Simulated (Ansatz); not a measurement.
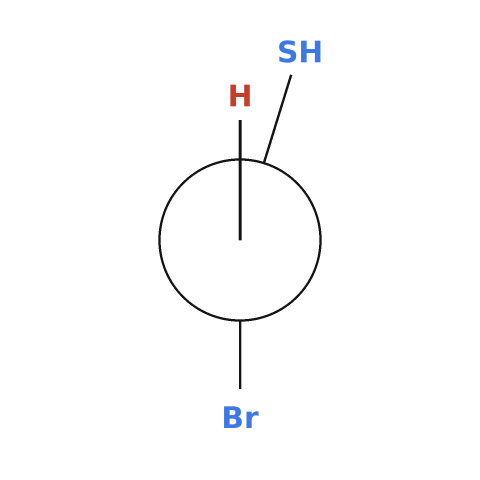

A Newman projection along the O–Ga bond, oxygen in front; angles are drawn as computed, but eclipsed bonds slightly apart. The geometry was computed by an optimisation with PBE0-D4/def2-TZVP.

**Which molecule is it?**

BrGaH2OS, [OH][Ga]([SH])[Br]

**What is the torsion angle from the front H to the back Br? The sign is positive where the front bond must turn clockwise to cover the back bond.**

180°, antiperiplanar (anti).
